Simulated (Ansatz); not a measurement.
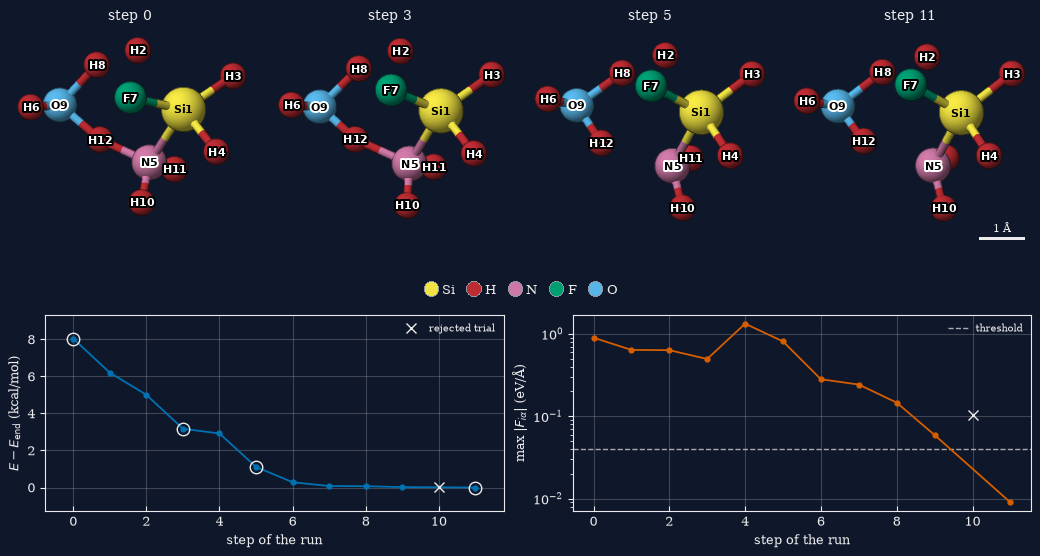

Frames of a constrained relaxation of SiNH8OF, marked on the history of the run. The picture is a ball-and-stick view, seen at a tilt.

The reaction that was planned forms Si1–F7, H6–O9, H2–H8 and breaks Si1–H2, H6–F7, H8–O9 (atoms numbered from 1 in input order).

All numbers below come from RKS PBE0-D4/def2-SVP (Ansatz 0.2.0). Set-up: held fixed: the distance between atoms 1 (Si) and 7 (F), the distance between atoms 6 (H) and 9 (O), the distance between atoms 2 (H) and 8 (H), the distance between atoms 1 (Si) and 2 (H), the distance between atoms 6 (H) and 7 (F), the distance between atoms 8 (H) and 9 (O), counting from 1; force threshold 0.04 eV/Å; at most 150 steps.

What happens along the run?

H10 moves most after the best rigid fit: 0.55 Å. By element the largest moves are H 0.55 Å, F 0.29 Å, O 0.12 Å, N 0.11 Å, Si 0.10 Å. Some distances before and after: N5–H12 1.289 → 1.683 Å, O9–H12 1.228 → 1.017 Å, Si1–H3 1.454 → 1.488 Å, Si1–N5 1.823 → 1.791 Å. Bonds break: N5–H12 (1.29 → 1.68 Å). Among the angles between lasting bonds that change: H3–Si1–F7 137.0° → 117.6°, N5–Si1–F7 102.0° → 113.7°, H3–Si1–N5 114.9° → 119.4°. Groups turn about Si1–N5 by about 35°. After 10 accepted moves (11 points after the start) the energy has fallen by 8.05 kcal/mol. Largest force component: 0.9 eV/Å at the start, 0.009 eV/Å at the end. The line search rejected the trial step at point 10 of the run. The run took 19 s on 4 threads of Arm Neoverse V1, on a shared host. From step 0 to 3: F7 moves most (0.17 Å), energy −4.87 kcal/mol. From step 3 to 5: H10 moves most (0.35 Å), energy −2.06 kcal/mol. From step 5 to 11: H11 moves most (0.10 Å), energy −1.11 kcal/mol.
